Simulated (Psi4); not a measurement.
**GaNH4 (GaH2(NH2)): MP2/DZVP (Cholesky decomposition, density fitting for correlation)**

Aim: the vertical singlet–triplet gap of GaNH4 (GaH2(NH2)) at MP2/DZVP (Cholesky decomposition, density fitting for correlation), from 2 runs. 

The calculation is run with Psi4 1.11.

2 further runs of the same task are left out: 2 for a known fault of the program.

## 1. The molecule

The species is GaNH4 (6 atoms), meant as a singlet with charge 0. SMILES: `[H][Ga]([H])[NH2]`. Geometry: a GFN2-xTB relaxation, a rough one for these elements and not checked as a minimum.

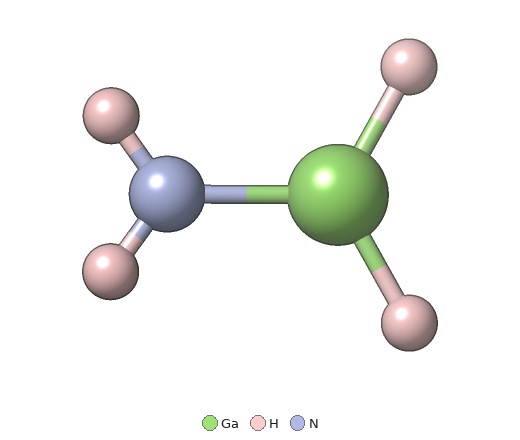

Viewed from a chosen angle; gallium green, hydrogen pink, nitrogen light blue.

## 2. A single-point energy at MP2/DZVP (Cholesky decomposition, density fitting for correlation)

Input file input.inp:

```
memory 1600 mb

molecule {
  Ga
  H 1 1.547062
  H 1 1.547462 2 121.76168
  N 1 1.801507 2 119.18979 3 -179.7491
  H 4 1.013258 1 125.57846 2 -179.63535
  H 4 1.013902 5 108.44758 1 -178.4638
  no_reorient
  no_com
}

set basis DZVP
set reference rhf
set scf_type cd
set mp2_type df

energy("mp2")
print_variables()
```

Started as:

```bash
$ psi4 -n 1 input.inp input.out
```

input.out:

```text
[...]
  Running in c1 symmetry.
[...]
  Nuclear repulsion =  108.906538278107263
[...]
  Multiplicity = 1
[...]
  Nalpha       = 21
  Nbeta        = 21
[...]
    Number of basis functions: 49
[...]
   @RHF iter   1: -1978.88416670785432   -4.21984e+00   1.95975e-02 ADIIS/DIIS
[...]
   @RHF iter  11: -1979.52432021815548   -5.00222e-12   3.56312e-09 DIIS
[...]
    Orbital Energies [Eh]
    ---------------------
    Doubly Occupied:
       1A   -378.921276     2A    -48.262416     3A    -42.620574
       4A    -42.617900     5A    -42.617401     6A    -15.520385
       7A     -6.467473     8A     -4.562591     9A     -4.558993
      10A     -4.558838    11A     -1.250380    12A     -1.240810
      13A     -1.240283    14A     -1.238696    15A     -1.237330
      16A     -1.096633    17A     -0.636800    18A     -0.625716
      19A     -0.489094    20A     -0.425242    21A     -0.395765
[...]
  @RHF Final Energy: -1979.52432021815548
   => Energetics <=
    Nuclear Repulsion Energy =            108.9065382781072628
    One-Electron Energy =               -2975.6925253331710337
    Two-Electron Energy =                 887.2616668369083754
    Total Energy =                      -1979.5243202181554807
[...]
 Multipole Moments:
 ------------------------------------------------------------------------------------
     Multipole            Electronic (a.u.)      Nuclear  (a.u.)        Total (a.u.)
 ------------------------------------------------------------------------------------
 L = 1.  Multiply by 2.5417464519 to convert [e a0] to [Debye]
 Dipole X            :          0.0131459            0.0042040            0.0173499
 Dipole Y            :          3.1970389           -3.4799341           -0.2828952
 Dipole Z            :          1.7925822           -1.9504753           -0.1578930
 Magnitude           :                                                    0.3244394
[...]
```

It took 2.3 s on 1 thread of Intel Xeon Platinum 8488C (Sapphire Rapids), shared host; peak memory 0.21 GiB.

## 3. The triplet, same level

Input file calc.inp:

```
memory 1.6 GB

molecule {
  0 3
  Ga     0.424050     0.733460     0.007650
  H      1.890040     0.754090     0.501460
  H     -0.291350     2.018260    -0.474150
  N     -0.478200    -0.825800    -0.001250
  H     -1.435720    -0.951110    -0.308080
  H     -0.108820    -1.728900     0.274370
  units angstrom
  no_reorient
  no_com
}

set {
  basis DZVP
  reference uhf
  scf_type cd
  mp2_type df
}

result, w = energy('mp2', return_wfn=True)
```

Started as:

```bash
$ psi4 calc.inp calc.out -n 1
```

calc.out:

```text
[...]
  Running in c1 symmetry.
[...]
  Nuclear repulsion =  108.906552615978455
[...]
  Multiplicity = 3
[...]
  Nalpha       = 22
  Nbeta        = 20
[...]
    Number of basis functions: 49
[...]
   @UHF iter   1: -1978.66858323331871   -4.00408e+00   2.01537e-02 ADIIS/DIIS
[...]
   @UHF iter  16: -1979.37045180087966   -6.59384e-12   6.45516e-09 DIIS
[...]
   @S^2 Observed:                2.028365682E+00
[...]
    Orbital Energies [Eh]
    ---------------------
    Alpha Occupied:
       1A   -378.893384     2A    -48.236095     3A    -42.594764
       4A    -42.591563     5A    -42.591125     6A    -15.710472
       7A     -6.443009     8A     -4.537552     9A     -4.537050
      10A     -4.533285    11A     -1.333401    12A     -1.216733
      13A     -1.215821    14A     -1.211595    15A     -1.211164
      16A     -1.209352    17A     -0.802689    18A     -0.748263
      19A     -0.676389    20A     -0.508604    21A     -0.391871
      22A     -0.166307
    Alpha Virtual:
      23A      0.066939    24A      0.127139    25A      0.189966
[...]
  @UHF Final Energy: -1979.37045180087966
   => Energetics <=
    Nuclear Repulsion Energy =            108.9065526159784554
    One-Electron Energy =               -2974.9622087262741843
    Two-Electron Energy =                 886.6852043094161218
    Total Energy =                      -1979.3704518008796640
  UHF NO Occupations:
  HONO-2 :   20  A 1.9916253
  HONO-1 :   21  A 1.0000000
[...]
 Multipole Moments:
 ------------------------------------------------------------------------------------
     Multipole            Electronic (a.u.)      Nuclear  (a.u.)        Total (a.u.)
 ------------------------------------------------------------------------------------
 L = 1.  Multiply by 2.5417464519 to convert [e a0] to [Debye]
 Dipole X            :        -20.0364188           18.6181487           -1.4182701
 Dipole Y            :        -34.6675147           32.2179407           -2.4495740
 Dipole Z            :         -0.4336462            0.4195192           -0.0141270
 Magnitude           :                                                    2.8305658
[...]
```

It took 2.5 s on 1 thread of Intel Xeon Platinum 8488C (Sapphire Rapids), shared host; peak memory 0.21 GiB.

## 4. Results

At MP2/DZVP (Cholesky decomposition, density fitting for correlation):

| quantity | value |
| --- | --- |
| singlet: total energy | -1979.76995 Eh |
| singlet: HOMO energy (Hartree–Fock orbitals) | -10.77 eV |
| singlet: LUMO energy (Hartree–Fock orbitals) | 1.68 eV |
| singlet: HOMO–LUMO gap (Hartree–Fock orbitals) | 12.45 eV |
| singlet: correlation energy | -245.6 mEh |
| triplet: total energy | -1979.57455 Eh |
| triplet: HOMO energy (Hartree–Fock orbitals) (highest over α and β) | -4.53 eV |
| triplet: LUMO energy (Hartree–Fock orbitals) (lowest over α and β) | -0.82 eV |
| triplet: correlation energy | -204.1 mEh |
| triplet: ⟨S²⟩ of the reference determinant | 2.028 |
| vertical energy of the triplet above the singlet | 5.317 eV |

What this shows: At this shape the triplet lies 5.32 eV (513 kJ/mol) above the singlet.
